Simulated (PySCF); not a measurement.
```yaml
atoms:
  - { symbol: C, position_ang: [2.5650, -0.9287, -0.3914] }
  - { symbol: C, position_ang: [1.3345, -0.0579, -0.6089] }
  - { symbol: C, position_ang: [0.4564, 0.0137, 0.6423] }
  - { symbol: C, position_ang: [-0.7483, 0.8879, 0.4030] }
  - { symbol: Si, position_ang: [-0.5018, 2.6945, 0.5459] }
  - { symbol: C, position_ang: [-1.9436, 0.3494, 0.0376] }
  - { symbol: Si, position_ang: [-2.3497, -1.4597, -0.1598] }
  - { symbol: H, position_ang: [3.1761, -0.9586, -1.2906] }
  - { symbol: H, position_ang: [2.2715, -1.9456, -0.1406] }
  - { symbol: H, position_ang: [3.1719, -0.5362, 0.4222] }
  - { symbol: H, position_ang: [1.6460, 0.9535, -0.8850] }
  - { symbol: H, position_ang: [0.7416, -0.4581, -1.4338] }
  - { symbol: H, position_ang: [0.1316, -0.9941, 0.9069] }
  - { symbol: H, position_ang: [1.0545, 0.4049, 1.4703] }
  - { symbol: H, position_ang: [-1.5715, 3.6317, 0.2664] }
  - { symbol: H, position_ang: [0.7567, 3.2447, 1.0147] }
  - { symbol: H, position_ang: [-2.7547, 1.0441, -0.1534] }
  - { symbol: H, position_ang: [-2.2046, -2.1945, 1.1069] }
  - { symbol: H, position_ang: [-1.4930, -2.1220, -1.1549] }
  - { symbol: H, position_ang: [-3.7439, -1.5584, -0.6007] }
```

Geometry: GFN2-xTB.

Method: UKS B3LYP, pcH-1 on C H Si, non-relativistic, mean-field spin-orbit, GIAO (PySCF).

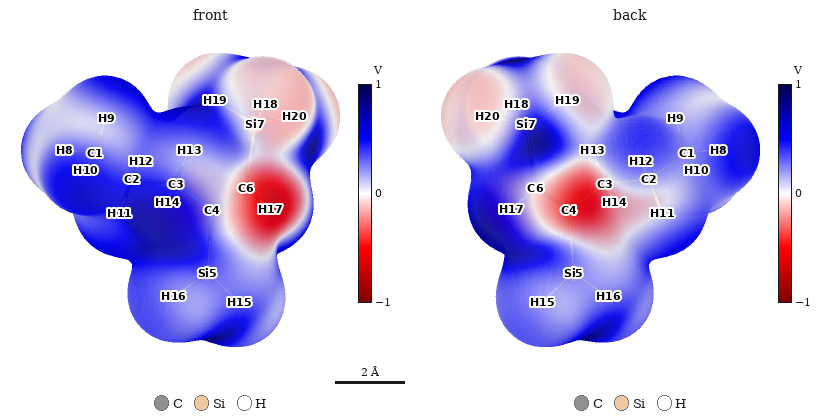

C5H13Si2 (doublet). The molecular electrostatic potential painted on the density surface at 0.002 e/bohr³, seen from the front and from behind; red is negative and blue positive.

Q: Describe the electrostatic potential map.

A: The most negative region (about −0.6 V) lies over the π face of C4 and C6, the most positive (about +0.9 V) over Si5 and Si7.
